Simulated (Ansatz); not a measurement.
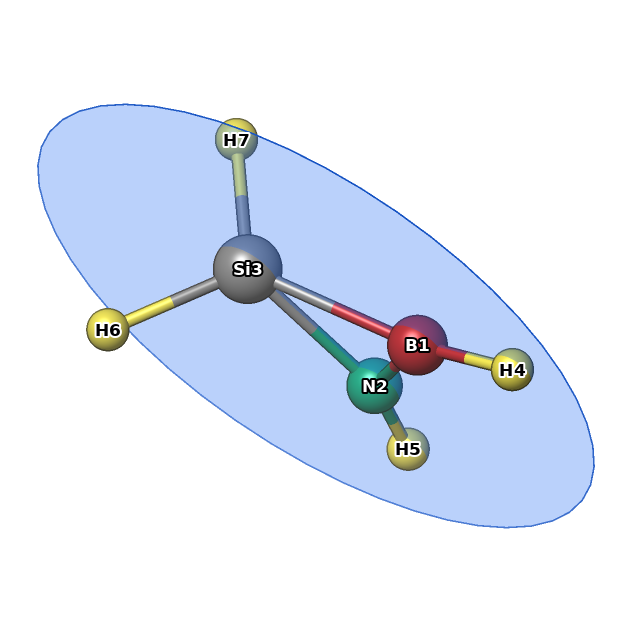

A disc through the centre of mass is drawn in. Distant atoms are faded towards the background colour. The computed structure is the end point of a PBE0-D4/def2-TZVP optimisation.

### Is the plane of the disc a mirror plane of the structure?

Yes. The reflection leaves B1, N2, Si3, H4, H5 in place and moves H6 ↔ H7. The point group is Cs.
